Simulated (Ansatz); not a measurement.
C2H2NaO (charge −1): nudged elastic band (part 1 of 2)

System: C2H2NaO, charge −1, SMILES OC=[C-][Na].
Method: RKS LDA/cc-pVDZ (Ansatz 0.2.0).

The run did not end well. It belongs to a series of runs on one base structure; here: band between the two ends.

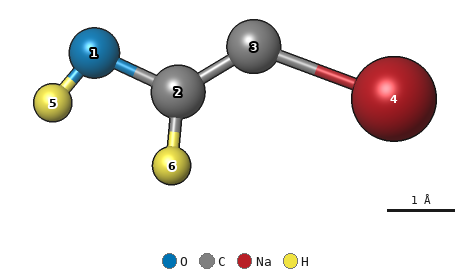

Fig. 1: The input geometry (ball-and-stick view, seen on its broad side; atoms are numbered from 1 in the order of the input). Sticks mark near contacts. Bond lengths as drawn: C–C 1.33 Å, C–H 1.13 Å, C–Na 2.28 Å, C–O 1.41 Å and H–O 0.98 Å.

Outcome:

```json
{"quantity": "outcome", "value": "not converged"}
{"quantity": "barrier, forward (band not converged)", "value": "0.289 eV"}
{"quantity": "barrier, backward", "value": "0.739 eV"}
{"quantity": "hardware", "value": "1 thread of Intel Xeon @ 2.50GHz (Skylake/Cascade Lake), 189 GiB of memory available, shared host"}
{"quantity": "wall time", "value": "15 min"}
{"quantity": "peak memory", "value": "0.15 GiB"}
```

The run did not converge: “NEB band did not converge after 60 iterations: max|band force component| = 8.53e-1 eV/Å (threshold 5.0e-2); raise `neb.max_iterations` in a new run, which can start from the last band evaluated (`neb.initial_path`, with `crystal.atoms` and `neb.final_atoms` set to its first and last images), add images, or start from endpoints closer to local minima …” Its last values are not results.

Input:
```yaml
crystal:
  periodic: [false, false, false]
  atoms:
    - { symbol: O, position_ang: [-0.119446, 1.309682, -0.891279] }
    - { symbol: C, position_ang: [-0.067045, 0.160475, -0.081428] }
    - { symbol: C, position_ang: [0.981068, -0.664441, -0.035938] }
    - { symbol: Na, position_ang: [1.229712, -2.554328, 1.208255] }
    - { symbol: H, position_ang: [-1.002336, 1.699394, -0.705534] }
    - { symbol: H, position_ang: [-1.021964, 0.049207, 0.505915] }
total_charge: -1
basis:
  gaussian: { orbitals: cc-pVDZ }
hamiltonian:
  xc: lda
neb:
  order_check: false
  images: 5
  f_tol: 0.05
  max_iterations: 60
  final_atoms:
    - { symbol: O, position_ang: [0.15997814, 0.43159529, -0.85943436] }
    - { symbol: C, position_ang: [-0.5581511, -0.13787095, 0.32368204] }
    - { symbol: C, position_ang: [-0.11840358, -1.1178848, 1.10001016] }
    - { symbol: Na, position_ang: [1.81342187, -0.93679558, -0.26643745] }
    - { symbol: H, position_ang: [0.26307286, 1.40081165, -0.68638322] }
    - { symbol: H, position_ang: [-1.5599292, 0.36013339, 0.38855383] }
  initial_path:
    images:
      - { positions_ang: [[-0.119446, 1.309682, -0.891279], [-0.067045, 0.160475, -0.081428], [0.981068, -0.664441, -0.035938], [1.229712, -2.554328, 1.208255], [-1.002336, 1.699394, -0.705534], [-1.021964, 0.049207, 0.505915]] }
      - { positions_ang: [[-0.11700409, 1.16471921, -0.95587882], [-0.06266938, 0.19674689, 0.06479657], [0.99411137, -0.55262651, 0.22907952], [1.21584772, -2.58674074, 0.9203937], [-0.98903303, 1.57277812, -0.85333387], [-1.04126359, 0.20511202, 0.59493391]] }
      - { positions_ang: [[-0.11456218, 1.01975643, -1.02047865], [-0.05829375, 0.23301879, 0.21102114], [1.00715474, -0.44081202, 0.49409704], [1.20198343, -2.61915348, 0.63253239], [-0.97573006, 1.44616225, -1.00113374], [-1.06056318, 0.36101704, 0.68395281]] }
      - { positions_ang: [[-0.11212027, 0.87479364, -1.08507847], [-0.05391813, 0.26929068, 0.35724571], [1.02019811, -0.32899752, 0.75911456], [1.18811915, -2.65156622, 0.34467109], [-0.96242709, 1.31954637, -1.14893361], [-1.07986277, 0.51692206, 0.77297172]] }
      - { positions_ang: [[-0.0214208, 0.72706086, -1.00986377], [-0.22199578, 0.13357014, 0.34605782], [0.64066422, -0.59195995, 0.87274643], [1.39655339, -2.07997601, 0.14096824], [-0.55392711, 1.3466348, -0.99475015], [-1.23988492, 0.46465917, 0.64483242]] }
      - { positions_ang: [[0.06927867, 0.57932807, -0.93464907], [-0.39007344, -0.00215041, 0.33486993], [0.26113032, -0.85492238, 0.9863783], [1.60498763, -1.50838579, -0.0627346], [-0.14542712, 1.37372322, -0.84056668], [-1.39990706, 0.41239628, 0.51669313]] }
      - { positions_ang: [[0.15997814, 0.43159529, -0.85943436], [-0.5581511, -0.13787095, 0.32368204], [-0.11840358, -1.1178848, 1.10001016], [1.81342187, -0.93679558, -0.26643745], [0.26307286, 1.40081165, -0.68638322], [-1.5599292, 0.36013339, 0.38855383]] }
```

Launch command:
```bash
ansatz run input.yaml --threads 1 --pin off --max-ram 2048MiB --backend cpu --events-out ev --progress --plain --runs-dir out
```

The program's output:
```
Engine: ansatz 0.2.0, x86_64-unknown-linux-gnu
Functional definition: SPW92
  exchange = slater_x
  correlation = pw_c
859 factors; their error is unknown
mean field evaluation 1: about -8496.8443 eV, gradient 6.4e1 eV
mean field evaluation 2: about -8380.6809 eV, gradient 1.1e2 eV
mean field evaluation 4: about -8502.8763 eV, gradient 4.1e1 eV
mean field evaluation 8: about -8509.1262 eV, gradient 8.6e0 eV
mean field evaluation 16: about -8509.4678 eV, gradient 2.0e-1 eV
mean field evaluation 32: about -8508.4534 eV, gradient 3.9e-2 eV
mean field -8509.40577035 eV, -312.7148941781 hartree, gradient 1.3e-5 eV, S^2 0.000000; 2 other end points of the search recorded, 0 dependent functions left out
the calculation of the forces begins
reference -8509.40582174 eV, -312.7148960666 hartree; 17, 17 occupied and 53, 53 virtual orbitals, 859 factors
859 factors; their error is unknown
mean field evaluation 64: about -8508.5415 eV, gradient 5.4e0 eV
mean field -8509.85497269 eV, -312.7314020596 hartree, gradient 1.1e-5 eV, S^2 0.000000; 2 other end points of the search recorded, 0 dependent functions left out
[... from here on the field's lines of each further geometry are left out, up to the last ...]
NEB iter   1: max|band force component| = 1.260e1 eV/Å  barrier→ = 2.2394 eV  barrier← = 2.6886 eV  Δτ_max = 0.2000 Å  (807 SCF iters)
NEB iter   2: max|band force component| = 2.793e0 eV/Å  barrier→ = 0.5341 eV  barrier← = 0.9833 eV  Δτ_max = 0.1666 Å  (300 SCF iters)
NEB iter   3: max|band force component| = 1.414e0 eV/Å  barrier→ = 0.4269 eV  barrier← = 0.8761 eV  Δτ_max = 0.1933 Å  (318 SCF iters)
NEB iter   4: max|band force component| = 1.567e0 eV/Å  barrier→ = 0.3560 eV  barrier← = 0.8052 eV  Δτ_max = 0.0957 Å  (316 SCF iters)
NEB iter   5: max|band force component| = 5.226e-1 eV/Å  barrier→ = 0.3463 eV  barrier← = 0.7955 eV  Δτ_max = 0.0582 Å  (300 SCF iters)
NEB iter   6: max|band force component| = 2.820e-1 eV/Å  barrier→ = 0.3463 eV  barrier← = 0.7955 eV  CI = image 2  Δτ_max = 0.0990 Å  (289 SCF iters)
NEB iter   7: max|band force component| = 7.144e-1 eV/Å  barrier→ = 0.4344 eV  barrier← = 0.8836 eV  CI = image 2  Δτ_max = 0.0503 Å  (280 SCF iters)
NEB iter   8: max|band force component| = 1.253e0 eV/Å  barrier→ = 0.3689 eV  barrier← = 0.8181 eV  CI = image 2  Δτ_max = 0.0505 Å  (289 SCF iters)
NEB iter   9: max|band force component| = 1.286e0 eV/Å  barrier→ = 0.4110 eV  barrier← = 0.8602 eV  CI = image 2  Δτ_max = 0.1032 Å  (242 SCF iters)
NEB iter  10: max|band force component| = 1.284e0 eV/Å  barrier→ = 0.4050 eV  barrier← = 0.8542 eV  CI = image 2  Δτ_max = 0.2000 Å  (239 SCF iters)
NEB iter  11: max|band force component| = 1.240e0 eV/Å  barrier→ = 0.3497 eV  barrier← = 0.7989 eV  CI = image 2  Δτ_max = 0.2000 Å  (266 SCF iters)
NEB iter  12: max|band force component| = 1.559e0 eV/Å  barrier→ = 0.3147 eV  barrier← = 0.7639 eV  CI = image 2  Δτ_max = 0.2000 Å  (269 SCF iters)
NEB iter  13: max|band force component| = 1.522e0 eV/Å  barrier→ = 0.3471 eV  barrier← = 0.7963 eV  CI = image 2  Δτ_max = 0.1942 Å  (255 SCF iters)
NEB iter  14: max|band force component| = 6.976e-1 eV/Å  barrier→ = 0.3035 eV  barrier← = 0.7527 eV  CI = image 2  Δτ_max = 0.2000 Å  (245 SCF iters)
NEB iter  15: max|band force component| = 9.805e-1 eV/Å  barrier→ = 0.2036 eV  barrier← = 0.6528 eV  CI = image 2  Δτ_max = 0.1969 Å  (247 SCF iters)
NEB iter  16: max|band force component| = 6.400e-1 eV/Å  barrier→ = 0.2983 eV  barrier← = 0.7475 eV  CI = image 2  Δτ_max = 0.2000 Å  (251 SCF iters)
NEB iter  17: max|band force component| = 1.355e0 eV/Å  barrier→ = 0.1876 eV  barrier← = 0.6368 eV  CI = image 2  Δτ_max = 0.1967 Å  (247 SCF iters)
NEB iter  18: max|band force component| = 1.020e0 eV/Å  barrier→ = 0.3127 eV  barrier← = 0.7619 eV  CI = image 2  Δτ_max = 0.2000 Å  (252 SCF iters)
NEB iter  19: max|band force component| = 9.035e-1 eV/Å  barrier→ = 0.2102 eV  barrier← = 0.6594 eV  CI = image 2  Δτ_max = 0.1934 Å  (264 SCF iters)
NEB iter  20: max|band force component| = 1.562e0 eV/Å  barrier→ = 0.3743 eV  barrier← = 0.8235 eV  CI = image 2  Δτ_max = 0.1002 Å  (263 SCF iters)
NEB iter  21: max|band force component| = 1.096e0 eV/Å  barrier→ = 0.2760 eV  barrier← = 0.7252 eV  CI = image 2  Δτ_max = 0.1715 Å  (234 SCF iters)
NEB iter  22: max|band force component| = 6.249e-1 eV/Å  barrier→ = 0.2074 eV  barrier← = 0.6566 eV  CI = image 2  Δτ_max = 0.2000 Å  (251 SCF iters)
NEB iter  23: max|band force component| = 8.368e-1 eV/Å  barrier→ = 0.2933 eV  barrier← = 0.7425 eV  CI = image 2  Δτ_max = 0.1700 Å  (246 SCF iters)
NEB iter  24: max|band force component| = 7.630e-1 eV/Å  barrier→ = 0.1961 eV  barrier← = 0.6453 eV  CI = image 2  Δτ_max = 0.1816 Å  (248 SCF iters)
NEB iter  25: max|band force component| = 8.408e-1 eV/Å  barrier→ = 0.2731 eV  barrier← = 0.7223 eV  CI = image 2  Δτ_max = 0.0938 Å  (251 SCF iters)
NEB iter  26: max|band force component| = 7.018e-1 eV/Å  barrier→ = 0.2389 eV  barrier← = 0.6881 eV  CI = image 2  Δτ_max = 0.0951 Å  (246 SCF iters)
NEB iter  27: max|band force component| = 9.673e-1 eV/Å  barrier→ = 0.2949 eV  barrier← = 0.7441 eV  CI = image 2  Δτ_max = 0.0930 Å  (244 SCF iters)
NEB iter  28: max|band force component| = 9.275e-1 eV/Å  barrier→ = 0.2955 eV  barrier← = 0.7447 eV  CI = image 2  Δτ_max = 0.0949 Å  (239 SCF iters)
NEB iter  29: max|band force component| = 9.843e-1 eV/Å  barrier→ = 0.2616 eV  barrier← = 0.7108 eV  CI = image 2  Δτ_max = 0.0930 Å  (241 SCF iters)
NEB iter  30: max|band force component| = 9.343e-1 eV/Å  barrier→ = 0.3031 eV  barrier← = 0.7523 eV  CI = image 2  Δτ_max = 0.0949 Å  (237 SCF iters)
NEB iter  31: max|band force component| = 8.271e-1 eV/Å  barrier→ = 0.2326 eV  barrier← = 0.6818 eV  CI = image 2  Δτ_max = 0.0907 Å  (242 SCF iters)
NEB iter  32: max|band force component| = 7.904e-1 eV/Å  barrier→ = 0.2905 eV  barrier← = 0.7397 eV  CI = image 2  Δτ_max = 0.0949 Å  (240 SCF iters)
NEB iter  33: max|band force component| = 7.612e-1 eV/Å  barrier→ = 0.2231 eV  barrier← = 0.6723 eV  CI = image 2  Δτ_max = 0.0929 Å  (243 SCF iters)
NEB iter  34: max|band force component| = 8.643e-1 eV/Å  barrier→ = 0.2895 eV  barrier← = 0.7387 eV  CI = image 2  Δτ_max = 0.0469 Å  (239 SCF iters)
NEB iter  35: max|band force component| = 6.974e-1 eV/Å  barrier→ = 0.2540 eV  barrier← = 0.7032 eV  CI = image 2  Δτ_max = 0.0472 Å  (243 SCF iters)
NEB iter  36: max|band force component| = 8.005e-1 eV/Å  barrier→ = 0.2897 eV  barrier← = 0.7389 eV  CI = image 2  Δτ_max = 0.0947 Å  (245 SCF iters)
NEB iter  37: max|band force component| = 8.570e-1 eV/Å  barrier→ = 0.2305 eV  barrier← = 0.6797 eV  CI = image 2  Δτ_max = 0.0927 Å  (239 SCF iters)
NEB iter  38: max|band force component| = 7.072e-1 eV/Å  barrier→ = 0.2787 eV  barrier← = 0.7279 eV  CI = image 2  Δτ_max = 0.0900 Å  (241 SCF iters)
NEB iter  39: max|band force component| = 7.032e-1 eV/Å  barrier→ = 0.2945 eV  barrier← = 0.7437 eV  CI = image 2  Δτ_max = 0.0949 Å  (240 SCF iters)
NEB iter  40: max|band force component| = 7.527e-1 eV/Å  barrier→ = 0.2303 eV  barrier← = 0.6795 eV  CI = image 2  Δτ_max = 0.0851 Å  (242 SCF iters)
NEB iter  41: max|band force component| = 8.319e-1 eV/Å  barrier→ = 0.2910 eV  barrier← = 0.7402 eV  CI = image 2  Δτ_max = 0.0429 Å  (239 SCF iters)
NEB iter  42: max|band force component| = 7.863e-1 eV/Å  barrier→ = 0.2564 eV  barrier← = 0.7056 eV  CI = image 2  Δτ_max = 0.0432 Å  (242 SCF iters)
NEB iter  43: max|band force component| = 8.306e-1 eV/Å  barrier→ = 0.2888 eV  barrier← = 0.7380 eV  CI = image 2  Δτ_max = 0.0868 Å  (247 SCF iters)
NEB iter  44: max|band force component| = 6.817e-1 eV/Å  barrier→ = 0.2283 eV  barrier← = 0.6775 eV  CI = image 2  Δτ_max = 0.0846 Å  (244 SCF iters)
NEB iter  45: max|band force component| = 9.842e-1 eV/Å  barrier→ = 0.3026 eV  barrier← = 0.7518 eV  CI = image 2  Δτ_max = 0.0429 Å  (241 SCF iters)
NEB iter  46: max|band force component| = 8.242e-1 eV/Å  barrier→ = 0.2870 eV  barrier← = 0.7362 eV  CI = image 2  Δτ_max = 0.0430 Å  (242 SCF iters)
NEB iter  47: max|band force component| = 8.084e-1 eV/Å  barrier→ = 0.2646 eV  barrier← = 0.7138 eV  CI = image 2  Δτ_max = 0.0428 Å  (247 SCF iters)
NEB iter  48: max|band force component| = 8.433e-1 eV/Å  barrier→ = 0.2887 eV  barrier← = 0.7379 eV  CI = image 2  Δτ_max = 0.0431 Å  (246 SCF iters)
NEB iter  49: max|band force component| = 7.910e-1 eV/Å  barrier→ = 0.2633 eV  barrier← = 0.7125 eV  CI = image 2  Δτ_max = 0.0429 Å  (248 SCF iters)
NEB iter  50: max|band force component| = 8.552e-1 eV/Å  barrier→ = 0.2899 eV  barrier← = 0.7391 eV  CI = image 2  Δτ_max = 0.0431 Å  (246 SCF iters)
NEB iter  51: max|band force component| = 7.797e-1 eV/Å  barrier→ = 0.2625 eV  barrier← = 0.7117 eV  CI = image 2  Δτ_max = 0.0429 Å  (249 SCF iters)
NEB iter  52: max|band force component| = 8.549e-1 eV/Å  barrier→ = 0.2900 eV  barrier← = 0.7392 eV  CI = image 2  Δτ_max = 0.0431 Å  (245 SCF iters)
NEB iter  53: max|band force component| = 7.732e-1 eV/Å  barrier→ = 0.2623 eV  barrier← = 0.7115 eV  CI = image 2  Δτ_max = 0.0429 Å  (248 SCF iters)
NEB iter  54: max|band force component| = 8.499e-1 eV/Å  barrier→ = 0.2900 eV  barrier← = 0.7392 eV  CI = image 2  Δτ_max = 0.0431 Å  (247 SCF iters)
NEB iter  55: max|band force component| = 7.779e-1 eV/Å  barrier→ = 0.2624 eV  barrier← = 0.7116 eV  CI = image 2  Δτ_max = 0.0429 Å  (249 SCF iters)
NEB iter  56: max|band force component| = 8.467e-1 eV/Å  barrier→ = 0.2894 eV  barrier← = 0.7386 eV  CI = image 2  Δτ_max = 0.0431 Å  (245 SCF iters)
NEB iter  57: max|band force component| = 7.800e-1 eV/Å  barrier→ = 0.2623 eV  barrier← = 0.7115 eV  CI = image 2  Δτ_max = 0.0429 Å  (249 SCF iters)
NEB iter  58: max|band force component| = 8.513e-1 eV/Å  barrier→ = 0.2890 eV  barrier← = 0.7382 eV  CI = image 2  Δτ_max = 0.0431 Å  (245 SCF iters)
```
